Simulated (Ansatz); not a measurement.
In doubt: masses and optical values from hybrid runs of this build are listed as unsure (in some of the runs), which bears on the screening that GW takes from such a start.

The crystal is SnSe2/SnSe2 (1T multilayer).

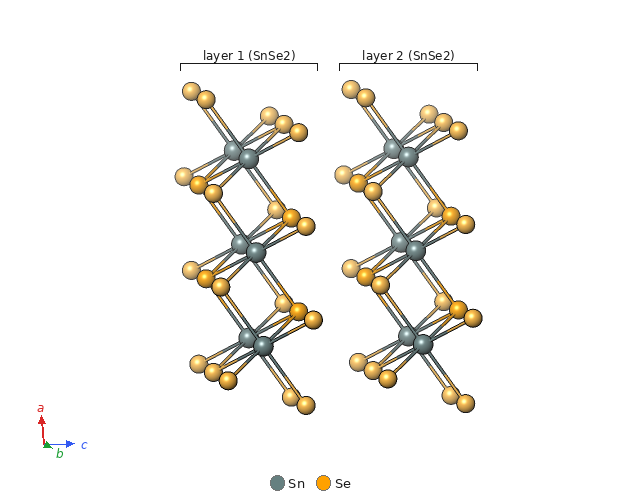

The structure (tin teal, selenium orange). 2×1×1 cells are drawn. Some periodic images of atoms are drawn too.

The cell holds 6 atoms: 2 Sn and 4 Se. Cell: a = 3.839 Å, b = 3.839 Å, c = 41.500 Å, α = 90.0°, β = 90.0°, γ = 120.0°. It derives from Se2Sn1. Regions: layer 1 (SnSe2), 3 atoms (1 Sn and 2 Se); layer 2 (SnSe2), 3 atoms (1 Sn and 2 Se). Vacuum lies along c.

```xyz
6
Lattice="3.8393 0.0000 0.0000 -1.9197 3.3250 0.0000 0.0000 0.0000 41.5000" Properties=species:S:1:pos:R:3
Sn    0.0000    0.0000   17.7651
Se    0.0000    2.2166   19.3589
Se    1.9197    1.1083   16.1718
Sn    0.0000    0.0000   23.7349
Se    0.0000    2.2166   25.3282
Se    1.9197    1.1083   22.1411
```

The structure was relaxed with PBE-D3(BJ). The runs that relaxed it are not among those shown.

Gaps computed with Ansatz 0.2.0 without a self-energy: HSE06 1.29 eV.

What gap should G0W0 on HSE06 give (6×6×1 mesh, 327 empty bands, screening to 42 eV, PAW set soft_1 files)?

About 1.69 eV: on its mesh the run moves the gap from 1.29 eV by +0.40 eV. Bands and cutoff are finite, so the gap is not at the basis limit. The miss can reach some tenths of an eV and take either sign; the mesh is an error of its own. The mesh in the plane is coarse for a sheet; gap and any exciton binding can still move on denser ones. The many-body steps are scalar-relativistic: spin-orbit coupling is not in them.

[Paths, hosts, dates, memory and timing lines, banners, echoed tables and standing remarks are left out of the program output.]

[Logs are printed without paths, hosts, clocks, repeated set-up lines and the standing remarks that a program may print on its own settings, such as how far it seeks lower states.]

[Runs of the session that timed out or met a known fault of the program may be left out.]

[Cells called generated may have been cut or substituted from an entry of the Crystallography Open Database or the Materials Project.]

[Hosts, paths, dates, database ids (printed as entryN), source tags and the programs' standing remarks are cut or masked in the printed files.]
